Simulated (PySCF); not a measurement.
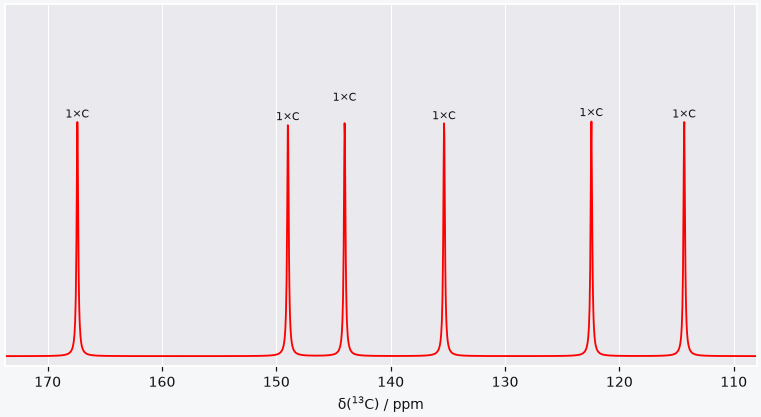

GIAO shifts, PBE0/pcSseg-1 in PySCF 2.14.0, at a GFN2-xTB geometry (no frequency check), against TMS for ¹³C computed at the same level. Gas phase, fully decoupled, line heights follow the number of nuclei, widths are arbitrary (no quadrupolar broadening); values of one conformer, averaged over methyl-type rotors and exact or near symmetry; other conformers aren't averaged in.

Which molecule was computed?
A. C₆H₃F₃O, SMILES FC(F)=C(F)c1ccoc1
B. C₆H₅OPS, SMILES C#Cc1coc(SC)p1
C. C₃H₄F₂O, SMILES CO/C(F)=C\F
D. C₆H₁₄N⁺, SMILES CC1CC[NH2+]CC1

Answer. Option A. Its ¹³C signals: 167.4 (1 C), 149.0 (1 C), 144.0 (1 C), 135.3 (1 C), 122.4 (1 C), 114.3 (1 C) ppm.

Note: the tight-binding geometry is rougher than a DFT one and adds to the error.
